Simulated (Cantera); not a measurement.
A closed system holds: 1 mol Fe2O3, 0.19 mol O2, 0.58 mol CO2, 2.8 mol SO3, held at 0.230 bar.

Equilibrium computed with Cantera from the NASA thermochemical tables; the gas is ideal and each condensed phase is pure. Candidate condensed phases: C, Fe, Fe(CO)5, FeO, FeS, FeSO4, FeS2, Fe2O3, Fe2(SO4)3, Fe3O4, S; 25 gas species. The numbers say what is thermodynamically allowed, not how fast it happens.

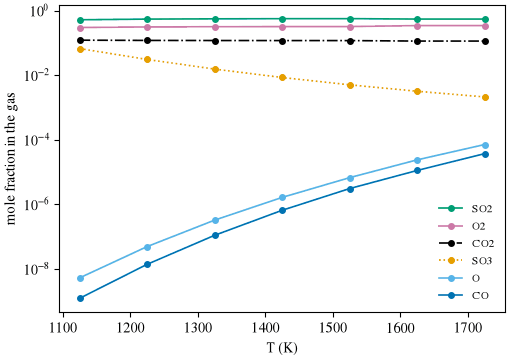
*Equilibrium gas composition (values under 1e-9 drawn at 1e-9)*

From 1125 K to 1525 K the condensed part is Fe2O3(s). From 1625 K to 1725 K the condensed part is Fe3O4(s).
